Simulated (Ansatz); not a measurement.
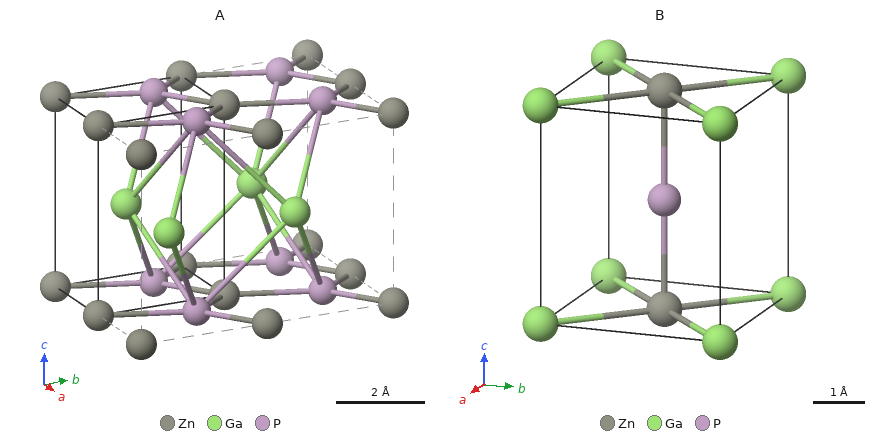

Two structures of ZnGaP, each relaxed to rest (conventional cells in solid outline, small ones repeated, not to one scale). Method: Ansatz 0.2.0, DFT PBE, scalar-relativistic, plane waves, PAW, without spin polarisation.

Which structures are these?

A: 3 atoms a cell on a primitive hexagonal lattice, P-6m2. B: 3 atoms a cell on a primitive tetragonal lattice, P4/mmm.

What is the energy order of the two?

A is lower, by 479 meV/atom at this level of theory (energies at zero smearing). Volumes: A 20.5, B 21.6 Å³/atom.

One or both may be structure types tried for this composition rather than known phases.
